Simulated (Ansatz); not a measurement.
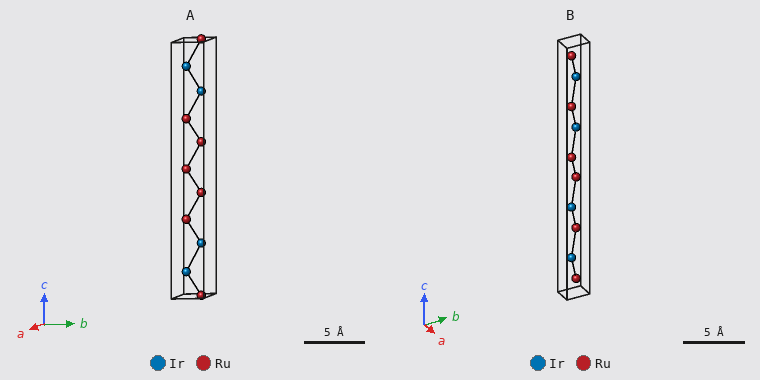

Two structures of Ir₂Ru₃, each relaxed to rest (conventional cells in solid outline, small ones repeated, not to one scale). Method: Ansatz, DFT PBE, scalar-relativistic, plane waves, PAW, without spin polarisation.

> Which two forms are compared?

A: 10 atoms a cell on a primitive hexagonal lattice, P-6m2. B: 10 atoms a cell on a primitive hexagonal lattice, P6_3/mmc.

> Which structure is more stable?

B is lower, by 24 meV/atom at this level of theory (energies at zero smearing). Volumes: A 14.1, B 14.1 Å³/atom.

One or both may be structure types tried for this composition rather than known phases.
